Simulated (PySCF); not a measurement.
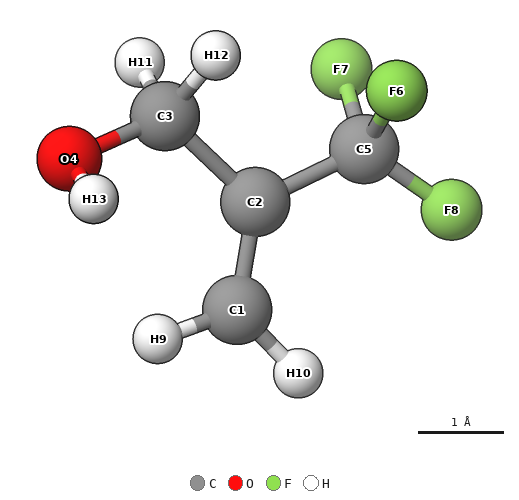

**Figure 1.** The input geometry of run A (ball-and-stick view, seen at a tilt; atoms are numbered from 1 in the order of the input). Bond lengths as drawn: C–C 1.30 to 1.55 Å, C–F 1.32 to 1.38 Å, C–H 1.07 to 1.12 Å, C–O 1.38 Å and H–O 0.98 Å.

# Two runs on C₄H₅F₃O

System: C₄H₅F₃O, SMILES C=C(CO)C(F)(F)F.
Method of run A: GIAO PBE0/pcSseg-1 NMR shielding, non-relativistic, gas phase (PySCF 2.14.0).

The geometry comes from this level: GFN2-xTB, MD frame at 250 fs, 200 K. Text and figures count atoms from 1; the logs count them from 0 in places.

**Input, run A**
```
{"job": {"kind": "nmr", "xc": "PBE0", "basis": "pcSseg-1", "pop": false}, "charge": 0, "multiplicity": 1}
C     -1.006700     1.231700    -0.244000
C     -0.572000     0.029000    -0.029400
C      0.918200    -0.282000     0.253300
O      1.755400     0.788100     0.493000
C     -1.441200    -1.162600     0.028400
F     -1.252900    -1.708500     1.220800
F     -0.925300    -2.074300    -0.866700
F     -2.746600    -1.081000    -0.166500
H     -0.294700     2.030600    -0.153600
H     -2.040600     1.502000    -0.420700
H      1.331800    -0.882900    -0.568700
H      0.855500    -1.043600     1.071000
H      1.421800     1.247100     1.288400
```

The first line tells a small driver script what to run in PySCF; the rest is the geometry in Å.

Command:
```bash
OMP_NUM_THREADS=1 python <driver script> task.json out
```

Hardware: 1 CPU thread, shared host.

**Output (run A)**
```
coarse grid: 11792 points
cycle   1  E = -529.3054700063  dE =  1.335e+00  |g| = 1.032e+00  |ddm| = 3.243e+00
cycle   2  E = -529.0992280495  dE =  2.062e-01  |g| = 1.548e+00  |ddm| = 1.779e+00
cycle   3  E = -529.4854706350  dE = -3.862e-01  |g| = 1.148e-01  |ddm| = 1.232e+00
cycle   4  E = -529.4876704953  dE = -2.200e-03  |g| = 6.351e-02  |ddm| = 1.481e-01
cycle   5  E = -529.4885710871  dE = -9.006e-04  |g| = 1.462e-02  |ddm| = 5.686e-02
cycle   6  E = -529.4886151219  dE = -4.403e-05  |g| = 4.203e-03  |ddm| = 1.348e-02
cycle   7  E = -529.4886190751  dE = -3.953e-06  |g| = 7.347e-04  |ddm| = 4.476e-03
final grid: 117712 points
cycle   8  E = -529.5655866138  dE = -4.630e-05  |g| = 8.553e-03  |ddm| = 3.249e-02
cycle   9  E = -529.5655751659  dE =  1.145e-05  |g| = 1.201e-02  |ddm| = 1.524e-02
cycle  10  E = -529.5656005924  dE = -2.543e-05  |g| = 9.252e-04  |ddm| = 9.029e-03
cycle  11  E = -529.5656007499  dE = -1.575e-07  |g| = 3.041e-04  |ddm| = 9.116e-04
cycle  12  E = -529.5656007679  dE = -1.798e-08  |g| = 1.311e-04  |ddm| = 3.415e-04
cycle  13  E = -529.5656007718  dE = -3.914e-09  |g| = 2.572e-05  |ddm| = 1.291e-04
cycle  14  E = -529.5656007719  dE = -1.269e-10  |g| = 8.830e-06  |ddm| = 2.699e-05
converged SCF energy = -529.5656007719

GIAO shielding tensors (ppm)
atom      isotropic    diamagn.    paramagn.     s11        s22        s33       span
  0 C       72.104     251.552    -179.448    -39.290     70.827    184.775    224.065
  1 C       37.512     267.729    -230.217    -79.803     57.726    134.612    214.415
  2 C      120.075     240.581    -120.505     95.345    109.761    155.120     59.774
  3 O      310.385     387.534     -77.150    257.061    297.615    376.478    119.416
  4 C       55.879     243.126    -187.247     47.706     52.197     67.734     20.028
  5 F      253.541     474.593    -221.051    173.124    264.112    323.388    150.265
  6 F      240.861     475.869    -235.008    139.550    233.299    349.736    210.186
  7 F      275.748     470.707    -194.959    199.389    278.456    349.401    150.012
  8 H       26.286      31.578      -5.292     24.004     24.499     30.355      6.351
  9 H       25.670      29.765      -4.095     22.854     24.300     29.855      7.001
 10 H       26.944      28.153      -1.209     21.732     28.115     30.983      9.251
 11 H       26.629      28.838      -2.209     20.706     27.362     31.820     11.114
 12 H       30.900      31.448      -0.548     22.080     28.294     42.327     20.247
```

The input of run B differs as follows (lines with − go, lines with + come):
```diff
-C     -1.006700     1.231700    -0.244000
-C     -0.572000     0.029000    -0.029400
-C      0.918200    -0.282000     0.253300
-O      1.755400     0.788100     0.493000
-C     -1.441200    -1.162600     0.028400
-F     -1.252900    -1.708500     1.220800
-F     -0.925300    -2.074300    -0.866700
-F     -2.746600    -1.081000    -0.166500
-H     -0.294700     2.030600    -0.153600
-H     -2.040600     1.502000    -0.420700
-H      1.331800    -0.882900    -0.568700
-H      0.855500    -1.043600     1.071000
-H      1.421800     1.247100     1.288400
+C     -1.476400     0.988500     0.210200
+C     -0.854800    -0.183900     0.186300
+C      0.725600    -0.310900     0.261900
+O      1.346700     0.742700     0.873300
+C     -1.565300    -1.494400     0.144900
+F     -1.655900    -1.973700     1.412900
+F     -0.932500    -2.334400    -0.650800
+F     -2.845100    -1.482800    -0.261000
+H     -0.850200     1.899300     0.251900
+H     -2.549000     1.007000     0.279300
+H      1.039200    -0.286000    -0.768200
+H      1.025400    -1.302600     0.712700
+H      1.350100     0.618800     1.838500
```

How does run B compare with run A?

With the same method and basis, run B lies 0.44 kcal/mol lower. The LUMO goes from −0.45 to −0.60 eV. The dipole moment goes from 2.08 to 1.63 D. Of all shieldings, the largest change is that of F7, by +26.6 ppm. The number of SCF iterations is the same.

**Output (run B)**
```
coarse grid: 11792 points
cycle   1  E = -529.3065565885  dE =  1.242e+00  |g| = 1.038e+00  |ddm| = 3.196e+00
cycle   2  E = -529.0906327058  dE =  2.159e-01  |g| = 1.567e+00  |ddm| = 1.747e+00
cycle   3  E = -529.4870154451  dE = -3.964e-01  |g| = 1.244e-01  |ddm| = 1.216e+00
cycle   4  E = -529.4895283823  dE = -2.513e-03  |g| = 7.351e-02  |ddm| = 1.596e-01
cycle   5  E = -529.4907954715  dE = -1.267e-03  |g| = 1.455e-02  |ddm| = 6.137e-02
cycle   6  E = -529.4908413528  dE = -4.588e-05  |g| = 4.030e-03  |ddm| = 1.380e-02
cycle   7  E = -529.4908451292  dE = -3.776e-06  |g| = 6.651e-04  |ddm| = 3.951e-03
final grid: 117712 points
cycle   8  E = -529.5662878920  dE = -4.223e-05  |g| = 8.559e-03  |ddm| = 2.724e-02
cycle   9  E = -529.5662772442  dE =  1.065e-05  |g| = 1.182e-02  |ddm| = 1.472e-02
cycle  10  E = -529.5663020201  dE = -2.478e-05  |g| = 1.019e-03  |ddm| = 8.571e-03
cycle  11  E = -529.5663022179  dE = -1.978e-07  |g| = 3.274e-04  |ddm| = 9.530e-04
cycle  12  E = -529.5663022390  dE = -2.104e-08  |g| = 1.515e-04  |ddm| = 3.604e-04
cycle  13  E = -529.5663022443  dE = -5.368e-09  |g| = 2.579e-05  |ddm| = 1.398e-04
cycle  14  E = -529.5663022445  dE = -1.269e-10  |g| = 7.562e-06  |ddm| = 2.535e-05
converged SCF energy = -529.5663022445

GIAO shielding tensors (ppm)
atom      isotropic    diamagn.    paramagn.     s11        s22        s33       span
  0 C       61.326     251.593    -190.267    -63.089     67.300    179.765    242.854
  1 C       28.480     266.952    -238.472    -91.683     46.659    130.466    222.149
  2 C      118.645     240.589    -121.944     91.533    112.993    151.409     59.876
  3 O      302.972     387.416     -84.444    262.935    294.192    351.788     88.853
  4 C       55.201     241.109    -185.908     46.724     50.892     67.987     21.263
  5 F      240.286     473.586    -233.300    156.627    224.655    339.577    182.950
  6 F      267.470     474.485    -207.015    194.335    278.345    329.731    135.397
  7 F      260.528     470.880    -210.352    177.820    250.380    353.385    175.565
  8 H       24.689      29.966      -5.277     21.753     23.485     28.830      7.077
  9 H       25.181      29.502      -4.321     21.030     24.249     30.264      9.234
 10 H       27.298      29.614      -2.316     22.356     28.444     31.094      8.738
 11 H       26.518      28.817      -2.299     21.000     27.339     31.214     10.214
 12 H       30.515      31.132      -0.617     21.935     27.366     42.243     20.308
```

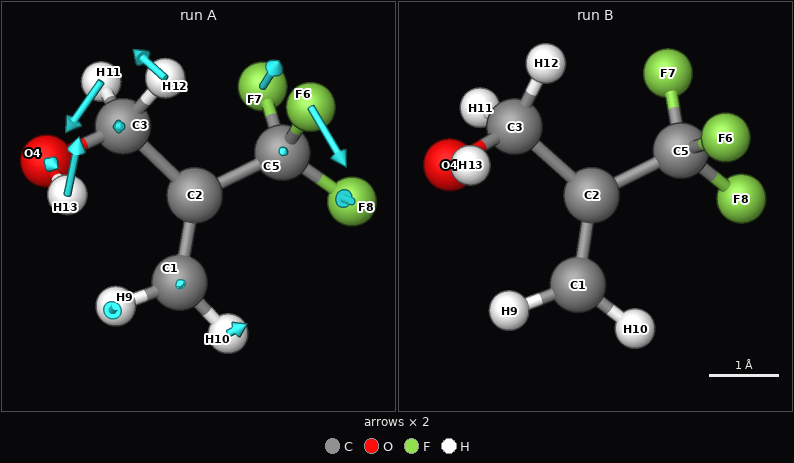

**Figure 2.** The two input geometries at one scale (ball-and-stick view, seen at a tilt). The teal arrows on the first give the shifts of the atoms after the best rigid fit, magnified 2 times. The largest move after the best rigid fit is that of F6, 0.54 Å. Largest moves by element: F 0.54 Å, H 0.51 Å, O 0.16 Å, C 0.10 Å. Among the contacts that change: C5–F7 1.378 → 1.319 Å, C2–C3 1.548 → 1.587 Å, C5–F6 1.325 → 1.359 Å, C1–H9 1.074 → 1.106 Å.

**The two runs side by side**

| quantity | run A | run B |
| --- | --- | --- |
| outcome | converged | converged |
| total energy (hartree) | −529.565601 | −529.566302 |
| HOMO (eV) | −8.25 | −8.23 |
| LUMO (eV) | −0.45 | −0.60 |
| dipole moment (D) | 2.08 | 1.63 |
| shielding of C1 (ppm) | 72.1 | 61.3 |
| shielding of C2 (ppm) | 37.5 | 28.5 |
| shielding of O4 (ppm) | 310.4 | 303.0 |
| shielding of F6 (ppm) | 253.5 | 240.3 |
| shielding of F7 (ppm) | 240.9 | 267.5 |
| shielding of F8 (ppm) | 275.7 | 260.5 |
| shielding of H9 (ppm) | 26.3 | 24.7 |
| SCF iterations | 14 | 14 |
| basis functions | 161 | 161 |
| wall time (shared host) | 17 s | 18 s |
